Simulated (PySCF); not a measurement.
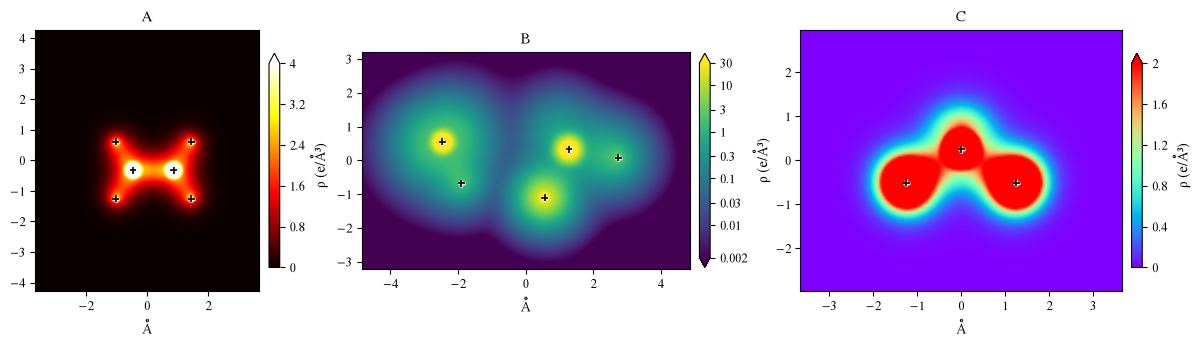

The electron density of 3 systems, each on a plane through atoms (crosses mark nuclei in the plane).

Computed with PySCF 2.14.0, wB97M-D3(BJ)/def2-TZVPD, SCF density, gas phase.

System 1: CH₃F···C₂H₄ (SMILES CF.C=C), the plane of atoms C7, C6 and H9. Geometry: PBE0-D3(BJ)/def2-SVPD.

```xyz
11

C    -0.2317    0.0224    0.1040
F     1.1388   -0.1273    0.0563
H    -0.5491    0.0367    1.1557
H    -0.5031    0.9680   -0.3864
H    -0.6995   -0.8158   -0.4293
C     0.0052   -1.9504   -3.2812
C     0.4843   -0.7080   -3.2614
H     0.4115   -2.7284   -2.6302
H    -0.8075   -2.2414   -3.9505
H     1.2944   -0.4215   -2.5874
H     0.0808    0.0693   -3.9149
```

System 2: FH₃Si···H₂S (SMILES F[SiH3].S), the plane of atoms F2, Si1 and H4. Geometry: PBE0-D3(BJ)/def2-TZVPD.

```yaml
atoms:
  - { symbol: Si, position_ang: [-0.0457, -0.2289, 0.1435] }
  - { symbol: F, position_ang: [1.4623, -0.5868, -0.2774] }
  - { symbol: H, position_ang: [-0.3216, 1.1740, -0.2381] }
  - { symbol: H, position_ang: [-0.9352, -1.1539, -0.5990] }
  - { symbol: H, position_ang: [-0.1909, -0.4312, 1.6019] }
  - { symbol: S, position_ang: [2.5217, 1.9620, 1.7907] }
  - { symbol: H, position_ang: [2.4354, 2.9490, 0.8856] }
  - { symbol: H, position_ang: [2.9483, 1.0816, 0.8714] }
```

System 3: SO₂···C₂H₂ (SMILES O=S=O.C#C), the plane of atoms O1, S2 and O3. Geometry: PBE0-D3(BJ)/def2-SVPD.

```yaml
atoms:
  - { symbol: O, position_ang: [0.9750, -0.2157, 0.2331] }
  - { symbol: S, position_ang: [-0.0063, -0.0070, -0.8292] }
  - { symbol: O, position_ang: [-1.4044, -0.2934, -0.5163] }
  - { symbol: C, position_ang: [1.1245, -2.6708, -2.0853] }
  - { symbol: C, position_ang: [0.0039, -2.6921, -2.5411] }
  - { symbol: H, position_ang: [2.1166, -2.6551, -1.6726] }
  - { symbol: H, position_ang: [-0.9940, -2.7135, -2.9390] }
```

Which map belongs to which system?

Panel A is system 1, CH₃F···C₂H₄: the plane holds C and H. C–C (1.33 Å): ρ at the midpoint is about 2.4 e/Å³. Panel B is system 2, FH₃Si···H₂S: the plane holds Si, F, H and S. Si1···S6 (3.76 Å): the density falls to about 0.04 e/Å³ on the way; a non-bonded, intermolecular contact. Panel C is system 3, SO₂···C₂H₂: the plane holds O and S. S–O (1.46 Å): ρ at the midpoint is about 2.3 e/Å³.
